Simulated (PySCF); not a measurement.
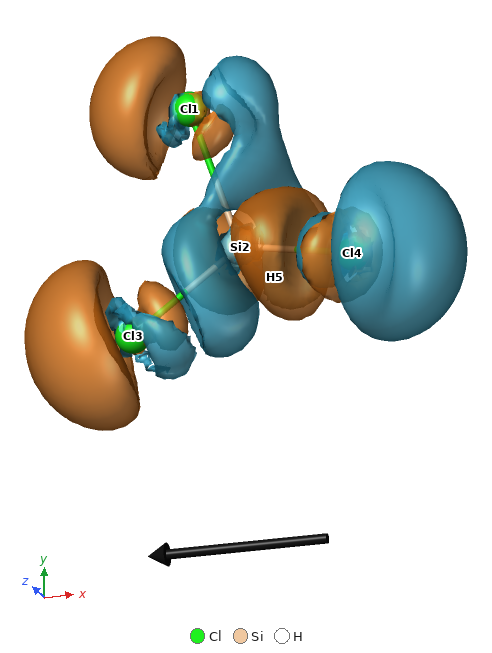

Figure. Cl3HSi, SMILES `Cl[SiH](Cl)Cl`. Change of the electron density in a uniform field of 0.51 V/Å along −x (arrow), surfaces at ±0.003 e/Å³ (light blue: gain, orange: loss).

Method: PBE0/6-31+G*; geometry: GFN2-xTB; program: PySCF. No frequency check shows the geometry to be a minimum. The basis has diffuse s and p functions alone, which still leaves polarisabilities too small, most of all across bonds. GFN2-xTB bond lengths at metals and heavier atoms can be off by up to 0.1 Å and shapes distorted, which carries into these values.

Coordinates in Å:

```
Cl1     -0.5085    1.8272    0.1730
Si2      0.0002   -0.0008   -0.4924
Cl3     -1.3287   -1.3533    0.1734
Cl4      1.8370   -0.4731    0.1734
H5      -0.0003   -0.0020   -1.9431
```

The field was applied in both directions; the picture shows the one opposite to the script's first.

How large is the response?

The induced dipole is 1.45 D (along the field); α along this axis, from the fields in both directions, is 57 bohr³ (8.5 Å³).
